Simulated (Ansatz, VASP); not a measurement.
**Cross-check of LiRh between VASP and Ansatz**

Wanted: the spread between two codes on one cell, functional and k mesh.

Main program and level: Ansatz 0.2.0; plane waves, with VASP 6.6.1 beside it; electric field gradients at LDA and electric field gradients at r2SCAN.

**1. Set-up**

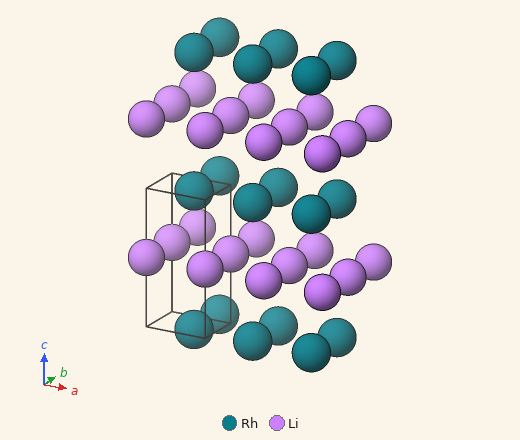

The cell as given, slightly off an axis (rhodium blue, lithium purple). 3×2×2 cells are drawn. Some periodic images of atoms are drawn too.

**2. Ansatz: electric field gradients, LDA**

Ansatz runs on its default PAW (the set named soft_2) files.

Field gradients test the density near the nuclei, where the PAW reconstruction matters most.

The input, input.yaml:

```yaml
crystal:
  lattice:
    - [2.6523004602, 0.0, 0.0]
    - [-1.3261502301, 2.296959577, 0.0]
    - [0.0, 0.0, 4.32660441]
  atoms:
    - { symbol: Rh, position: [0.6666666667, 0.3333333333, 0.0] }
    - { symbol: Li, position: [0.0, 0.0, 0.5] }
hamiltonian:
  xc: lda
  pseudopotentials: { kind: paw }
kpoints:
  mp_grid: { grid: [12, 12, 6] }
scf:
  occupations: { method: fermi_dirac, width: 0.05 }
  n_extra_bands: 4
output:
  forces: true
  stress: true
  eigenvalues: true
  efg: {}
```

Command:

```
$ ansatz run input.yaml --threads 2 --pin off --max-ram 4608MiB --backend cpu --events-out ev --progress --plain --runs-dir out
```

Numbers of over 12 decimals in the logs are rounded to 6 here.

Output:

```text
scf.n_extra_bands = 4 over 10 filled bands (N_el = 20.0): the run solves 14 bands
Rh: output.efg is read without spin–orbit coupling, which moves field gradients at and beside such atoms by some per cent and up to a factor of two; PAW files take it under magnetization.noncollinear and magnetization.spin_orbit
Engine: ansatz 0.2.0, aarch64-unknown-linux-gnu
Pseudopotentials: kind: paw
Pseudopotential: Rh, paw, valence charge 17, recommended cutoff 420 eV (normal), Rh.paw.azcp
Pseudopotential: Li, paw, valence charge 3, recommended cutoff 420 eV (normal), Li.paw.azcp
Functional definition: SPW92
  exchange = slater_x
  correlation = pw_c
Crystal: 2 atoms, lattice volume = 26.359 Å³
Basis set: ecut = 420 eV, 537 PW (Γ)
Bands: 14, of which v1, the nominal top of the filled ones, is band 10 counted from 1 (9 counted from 0)
Symmetry: 12 space group operations
Space group: P-6m2 (ITA 187), of the structure as read, at distance tolerance 3.0e-5 Å
k-points: 76 of 864 (time reversal used)
Non-local potential: Rh, projectors of the file, l = 0: 3, l = 1: 2, l = 2: 2, l = 3: 1
Non-local potential: Li, projectors of the file, l = 0: 3, l = 1: 2, l = 2: 1
PAW form: soft (Blöchl's): semilocal exchange-correlation on the pseudo side does not see the compensation charge
PAW frozen core: Rh, regenerated for the run's functional, and the local potential with it (the file was generated under x = pbe(κ = 0.804, μ = 0.219515), c = pbe(β = 0.066725))
PAW one-centre angular grid: Rh, 590 points (default); XC on 64 Gauss nodes
PAW one-centre angular grid: Li, 110 points (default); XC on 64 Gauss nodes
Initial density: superposition of atomic densities (neutral atoms: chi_scale 0, normalization atom), corrected by the library's trained network
Initial wavefunctions: pseudopotential atomic-orbital guess
Functional: x = slater, c = lda
SCF iter   1: F=—  HF=-6480.627097 eV  |F-HF|=—  |Δ(HF+E_count)|=         —  Δρ=1.23e-2  dr2=1.11e-2  ethr=1.77e-3  ⟨swp⟩=5.4  Hψ=5247  notcnv=0
preconditioner: auto → none  [metal: Δε(μ)=0.131 eV  Ē_g=8.645 eV  σ=0.050 eV  W_gap=0.44  n_scr=2 (ndim 8)  ℏωp=22.9 eV  f_vac=0.000  D(μ)=1.01/eV (n_scr^D=2)  sad-step TF]
SCF iter   2: F=—  HF=-6480.622434 eV  |F-HF|=—  |Δ(HF+E_count)|=   4.66e-3  Δρ=6.63e-3  dr2=5.55e-3  ethr=5.57e-5  ⟨swp⟩=2.0  Hψ=2306  notcnv=0  defer=4
SCF iter   3: F=—  HF=-6480.620224 eV  |F-HF|=—  |Δ(HF+E_count)|=   2.21e-3  Δρ=6.48e-4  dr2=6.06e-5  ethr=2.77e-5  ⟨swp⟩=2.0  Hψ=1758  notcnv=0  defer=4
SCF iter   4: F=—  HF=-6480.620209 eV  |F-HF|=—  |Δ(HF+E_count)|=   1.48e-5  Δρ=1.84e-4  dr2=7.68e-6  ethr=3.03e-7  ⟨swp⟩=2.8  Hψ=1888  notcnv=0  defer=4
SCF iter   5: F=—  HF=-6480.620208 eV  |F-HF|=—  |Δ(HF+E_count)|=   1.24e-6  Δρ=4.33e-5  dr2=3.86e-7  ethr=3.84e-8  ⟨swp⟩=2.3  Hψ=1550  notcnv=0  defer=4
SCF iter   6: F=-6480.620208 eV  HF=-6480.620208 eV  |F-HF|=1.17e-9  |Δ(HF+E_count)|=   8.99e-8  Δρ=3.85e-6  dr2=1.51e-9  ethr=5.00e-10  ⟨swp⟩=5.1  Hψ=4502  notcnv=0
SCF 1 converged in 6 iterations: F = -6480.620208 eV  dr2 = 1.51e-9
  greatest PAW one-centre occupation: 1.000 electrons in one spin orbital (limit 2), on the Li atom at site 1 (counted from 0), in its partial waves of l = 0
SCF converged after 6 iterations
Free energy (F): -6480.620208 eV
Harris-Foulkes:  -6480.620208 eV  (|F-HF|=1.17e-9)
Internal energy: -6480.611351 eV  (E = F + TS)
E sigma→0 (E₀):  -6480.615779 eV
Entropy (-TS):   -0.008857 eV (-4.429 meV/atom)
Fermi energy:    12.170360 eV
--- Per-component energies (eV) ---
  E_band       = -299.351509
  E_kinetic    = 596.093894
  E_local      = -2558.076967  (includes V_loc(G=0)·N_el)
  E_nonlocal   = 328.949699
  E_hartree    = 955.986343
  E_xc         = -230.976048
  E_vxc        = -291.665403  (∫ρ·V_xc dr)
  E_paw        = -3483.042675  (= ΣΔE_a)
  E_vpaw       = -286.627529  (= ΣTr[D̂ρ^β])
  E_aug_tail   = 0.000819  (compensation charges beyond the density's cutoff)
  E_ewald      = -2090.168898
  E_core_change = 0.622482  (= ΣΔE_core)
  E_smearing   = -0.008857  (= −TS)
  E_closure    = 0.000000  (closes the sum)
  Σ components = -6480.620208   (vs F -6480.620208, Δ=0.00e0)
--- Forces (eV/Å), atoms counted from 1 ---
  atom   1  Rh     0.00000000     0.00000000     0.00000000
  atom   2  Li    -0.00000000    -0.00000000     0.00000000
  max |Σ_I F_I| component: 7.81e-18 eV/Å
--- Stress (GPa, compression-positive) ---
       -8.510360       0.000000       0.000000
        0.000000      -8.510360       0.000000
        0.000000       0.000000      -4.061882
  P = ⅓ Tr σ = -7.0275 GPa (-70.275 kbar)
--- PAW observables at the nuclei: V_zz in 10²¹ V/m², potentials from the cell's mean, atoms counted from 1 ---
  atom   1  Rh V_zz =    -5.628017   η = 0.0000   by run symmetry: allowed
            electrostatic potential = -7019.345996 V   contact ρ = none
  atom   2  Li V_zz =    -0.249997   η = 0.0000   by run symmetry: allowed
            electrostatic potential = -173.975461 V   contact ρ = none
--- Band table (eV; the first three rows and the last of 76) ---
  k-point 0: bands = [... 6 lower, 8.5525, 9.9662, 9.9662, 12.4083, 12.4083, 12.8757, 19.8073, 29.5029]
  k-point 1: bands = [... 6 lower, 8.6822, 9.9682, 9.9682, 12.2911, 12.3997, 12.3997, 20.6783, 29.3920]
  k-point 2: bands = [... 6 lower, 9.1113, 9.9723, 9.9723, 11.1192, 12.3827, 12.3827, 22.6585, 28.5188]
  k-point 75: bands = [... 6 lower, 9.5744, 9.7074, 9.7622, 11.5421, 15.7386, 18.1735, 19.5692, 20.7786]
```

The job ended after 1.8 s (2 threads of Arm Neoverse V2, shared host; peak memory 0.33 GiB; 3 s of CPU time).

The run ends at a pressure of -7.03 GPa.

**3. VASP: electric field gradients, LDA**

The same cell, functional (in two slightly different forms), mesh and smearing now go to VASP, with its own data sets and cutoff.

Lines of VASP's logs that name or quote its potential files are left out, and so is its time.

The input, INCAR:

```
SYSTEM = LiRh
PREC = Accurate
ENCUT = 700
EDIFF = 1E-07
NELM = 100
ISMEAR = -1
SIGMA = 0.05
LREAL = .FALSE.
ALGO = Normal
GGA = CA
NBANDS = 15
LORBIT = 11
LWAVE = .FALSE.
LCHARG = .FALSE.
KPAR = 2
LEFG = .TRUE.
ICORELEVEL = 1
LASPH = .TRUE.
```

The input, POSCAR:

```
LiRh
1.0
    2.6523004602      0.0000000000      0.0000000000
   -1.3261502301      2.2969595770      0.0000000000
    0.0000000000      0.0000000000      4.3266044100
Rh Li
1 1
Direct
    0.6666666667      0.3333333333      0.0000000000
    0.0000000000      0.0000000000      0.5000000000
```

The input, KPOINTS:

```
Automatic mesh
0
Gamma
12 12 6
0 0 0
```

PAW data sets: Rh_pv and Li_sv (PBE family, release 64).

Command:

```
$ mpirun -np 2 vasp_std
```

Output:

```text
[banner, memory and clock lines left out]
running    2 mpi-ranks, on    1 nodes
 distrk:  each k-point on    1 cores,    2 groups
 distr:  one band on    1 cores,    1 groups

 POSCAR found type information on POSCAR RhLi
 POSCAR found :  2 types and       2 ions
|                                                                             |
|               ----> ADVICE to this user running VASP <----                  |
|                                                                             |
|     You enforced a specific xc type in the INCAR file but a different       |
|     [... a line on the potential file left out ...]
|     I HOPE YOU KNOW WHAT YOU ARE DOING!                                     |
|                                                                             |

 LDA part: xc-table for (Slater(with rela. corr.)+CA(PZ))
 , standard interpolation
 POSCAR, INCAR and KPOINTS ok, starting setup
 FFT: planning ... GRIDC
 FFT: planning ... GRID_SOFT
 FFT: planning ... GRID
 WAVECAR not read
 entering main loop
       N       E                     dE             d eps       ncg     rms          rms(c)
DAV:   1     0.163773801497E+03    0.16377E+03   -0.12643E+04  2280   0.163E+03
DAV:   2    -0.672134155394E+01   -0.17050E+03   -0.16471E+03  2427   0.408E+02
DAV:   3    -0.119162366819E+02   -0.51949E+01   -0.50818E+01  4018   0.609E+01
DAV:   4    -0.120798203810E+02   -0.16358E+00   -0.16340E+00  2548   0.877E+00
DAV:   5    -0.120826948856E+02   -0.28745E-02   -0.28744E-02  3085   0.995E-01    0.988E+00
DAV:   6    -0.113122037573E+02    0.77049E+00   -0.47117E+00  2672   0.309E+01    0.275E+00
DAV:   7    -0.111258076454E+02    0.18640E+00   -0.52522E-01  2658   0.760E+00    0.126E+00
DAV:   8    -0.111063452246E+02    0.19462E-01   -0.22533E-02  3193   0.134E+00    0.329E-01
DAV:   9    -0.111056586661E+02    0.68656E-03   -0.34858E-03  2878   0.501E-01    0.988E-02
DAV:  10    -0.111056542875E+02    0.43786E-05   -0.15774E-04  3160   0.133E-01    0.153E-02
DAV:  11    -0.111056565640E+02   -0.22765E-05   -0.10634E-05  2891   0.301E-02    0.548E-03
DAV:  12    -0.111056563389E+02    0.22513E-06   -0.58549E-07  2882   0.694E-03    0.493E-04
DAV:  13    -0.111056563422E+02   -0.32987E-08   -0.26289E-08  2009   0.147E-03
ion   1
     0.0000000     0.0000000    -0.0000000    13.5875625    -0.0000000     0.0000000
     0.0000545     0.0000000    -0.0000000    13.5875624    -0.0000000     0.0000000
     0.0000750     0.0000000    -0.0000000    13.5875623    -0.0000000     0.0000000
     0.0001033     0.0000000    -0.0000000    13.5875621    -0.0000000     0.0000000
     0.0001422     0.0000000    -0.0000000    13.5875617    -0.0000000     0.0000000

     0.0000000     0.0000000    -0.0000000    11.8095836    -0.0000000     0.0000000
     0.0000545     0.0000000    -0.0000000    11.8296856    -0.0000000     0.0000000
     0.0000750     0.0000000    -0.0000000    11.8408284    -0.0000000     0.0000000
     0.0001033     0.0000000    -0.0000000    11.8588303    -0.0000000     0.0000000
     0.0001422     0.0000000    -0.0000000    11.8877957    -0.0000000     0.0000000

ion   2
     0.0000000    -0.0000000    -0.0000000     1.0449470     0.0000000     0.0000000
     0.0000222    -0.0000000    -0.0000000     1.0449470     0.0000000     0.0000000
     0.0000306    -0.0000000    -0.0000000     1.0449470     0.0000000     0.0000000
     0.0000422    -0.0000000    -0.0000000     1.0449469     0.0000000     0.0000000
     0.0000581    -0.0000000    -0.0000000     1.0449469     0.0000000     0.0000000

     0.0000000    -0.0000000    -0.0000000     1.1735346     0.0000000     0.0000000
     0.0000222    -0.0000000    -0.0000000     1.1735346     0.0000000     0.0000000
     0.0000306    -0.0000000    -0.0000000     1.1735345     0.0000000     0.0000000
     0.0000422    -0.0000000    -0.0000000     1.1735345     0.0000000     0.0000000
     0.0000581    -0.0000000    -0.0000000     1.1735345     0.0000000     0.0000000

   1 F= -.11105656E+02 E0= -.11101185E+02  d E =-.894349E-02
```

OUTCAR, selected parts (step 3):

```text
ion  position               nearest neighbor table
   1  0.667  0.333  0.000-   2 2.65   2 2.65   2 2.65   2 2.65   2 2.65   2 2.65
   2  0.000  0.000  0.500-   1 2.65   1 2.65   1 2.65   1 2.65   1 2.65   1 2.65

  LATTYP: Found a hexagonal cell.
 ALAT       =     2.6523004602
 C/A-ratio  =     1.6312648114

 Subroutine GETGRP returns: Found 12 space group operations
 (whereof 12 operations were pure point group operations)

The static configuration has the point symmetry D_3h.

 Found     76 irreducible k-points:

   k-points           NKPTS =     76   k-points in BZ     NKDIM =     76   number of bands    NBANDS=     15

   dimension x,y,z NGX =    24 NGY =   24 NGZ =   40
   dimension x,y,z NGXF=    48 NGYF=   48 NGZF=   80

   ENCUT  =  700.0 eV  51.45 Ry    7.17 a.u.   5.72  5.72  9.33*2*pi/ulx,y,z

   NELECT =      18.0000    total number of electrons

 k-points in reciprocal lattice and weights: Automatic mesh
   0.00000000  0.00000000  0.00000000       0.001
   0.08333333  0.00000000  0.00000000       0.007
   0.16666667  0.00000000  0.00000000       0.007
   0.25000000  0.00000000  0.00000000       0.007
   0.33333333  0.00000000  0.00000000       0.007
   0.41666667  0.00000000  0.00000000       0.007
   0.50000000  0.00000000  0.00000000       0.003
   0.08333333  0.08333333  0.00000000       0.007
   0.16666667  0.08333333  0.00000000       0.014
[...]
0.33333333  0.25000000  0.50000000       0.014
   0.33333333  0.33333333  0.50000000       0.002

 the core state eigenenergies are
   1-  1s -23024.1100  2s  -3329.2500  2p  -2982.3416  3s   -586.4087  3p   -472.4048
       3d   -290.2655  4s    -71.6553
   2-

 E-fermi :   6.4126

 k-point     1 :       0.0000    0.0000    0.0000
  band No.  band energies     occupation
    ...
      4     -37.7200      2.00000
      5       0.3772      2.00000
      6       2.7922      2.00000
      7       4.1941      2.00000
      8       4.1941      2.00000
      9       6.6515      0.01668
     10       6.6515      0.01668
     11       7.1174      0.00000
     12      14.0690      0.00000
     13      23.9173      0.00000
    ...

 k-point     2 :       0.0833    0.0000    0.0000
  band No.  band energies     occupation
    ...
      5       0.6305      2.00000
      6       2.8879      2.00000
      7       4.0525      2.00000
      8       4.3866      2.00000
      9       5.7236      2.00000
     10       6.6010      0.04513
     11       8.1596      0.00000
     12      14.0502      0.00000
     13      23.0365      0.00000
     14      23.5187      0.00000
    ...

 k-point     3 :       0.1667    0.0000    0.0000
  band No.  band energies     occupation
    ...
      6       3.1154      2.00000
      7       3.8284      2.00000
      8       4.7386      2.00000
      9       4.9386      2.00000
     10       6.4656      0.51470
     11       9.4955      0.00000
     12      13.9813      0.00000
     13      20.6596      0.00000
     14      22.1001      0.00000
     15      25.1665      0.00000

  Total       -1.3436378     -1.3436378     -0.6342193     -0.0000000     -0.0000000      0.0000000
  in kB      -81.6713107    -81.6713107    -38.5502148     -0.0000000     -0.0000000      0.0000000
  external PRESSURE =     -67.2976120 kB  Pullay stress =       0.0000000 kB

  energy-cutoff  :      700.00
  volume of cell :       26.36
      direct lattice vectors                 reciprocal lattice vectors
     2.652300460  0.000000000  0.000000000     0.377031190  0.217679059  0.000000000
    -1.326150230  2.296959577  0.000000000     0.000000000  0.435358119  0.000000000
     0.000000000  0.000000000  4.326604410     0.000000000  0.000000000  0.231128133

 POSITION                                       TOTAL-FORCE (eV/Angst)
 -----------------------------------------------------------------------------------
      1.32615      0.76565      0.00000         0.000000     -0.000000      0.000000
      0.00000      0.00000      2.16330        -0.000000      0.000000      0.000000
 -----------------------------------------------------------------------------------
    total drift:                               -0.000000      0.000000      0.000000

  FREE ENERGIE OF THE ION-ELECTRON SYSTEM (eV)
  ---------------------------------------------------
  free  energy   TOTEN  =       -11.1056563422 eV

  energy  without entropy=      -11.0967128492  energy(sigma->0) =      -11.10118460

 Electric field gradients after diagonalization (V/A^2)
 (convention: |V_zz| > |V_xx| > |V_yy|)
----------------------------------------------------------------------
 ion       V_xx      V_yy      V_zz     asymmetry (V_yy - V_xx)/ V_zz
----------------------------------------------------------------------
   1       6.422     6.421   -12.844       0.000
   2       0.943     0.940    -1.883       0.002
----------------------------------------------------------------------

 total charge
# of ion       s       p       d       tot
------------------------------------------
    1        0.431   6.216   7.154  13.801
    2        2.041   0.101   0.000   2.142
--------------------------------------------------
tot          2.472   6.317   7.154  15.943

[... 3 further parts left out ...]
```

The run ends at a pressure of -6.73 GPa.

**4. Differences**

Known differences besides the PAW data sets themselves: the two LDA forms differ slightly; Ansatz adds the response of the frozen cores to the gradients, VASP leaves it out; the data sets hold 20 valence electrons in Ansatz (default PAW (the set named soft_2) files) and 18 in VASP; the cutoff is 420 eV in Ansatz and 700 eV in VASP. Total energies have different zeros and are not compared.

Both answers:

| quantity | Ansatz | VASP | difference |
| --- | --- | --- | --- |
| pressure (GPa) | -7.03 | -6.73 | -0.30 |
| Vzz at Rh1 (V/Å²) | -56.3 | -12.8 | -43.4 |
| Vzz at Li2 (V/Å²) | -2.5 | -1.9 | -0.6 |

**5. Looking for the cause**

The difference is large enough to ask for its cause, so further runs change the set-up of one program at a time, as the table lists.

| run | difference in Vzz at Rh1 (V/Å²) |
| --- | --- |
| as above | -43 |
| cores kept as stored, as VASP does, whose cores stay as stored | -25 |
| Ansatz's larger PAW set (cutoff 780 eV) | -34 |

(Continued in part 2 of 2.)

[Lines on the potential files, build, host, timing and source positions are cut from VASP's logs without a mark.]

[Logs are printed without paths, hosts, clocks, repeated set-up lines and the standing remarks that a program may print on its own settings, such as how far it seeks lower states.]

[Hosts, paths, dates, database ids (printed as entryN), source tags and the programs' standing remarks are cut or masked in the printed files.]
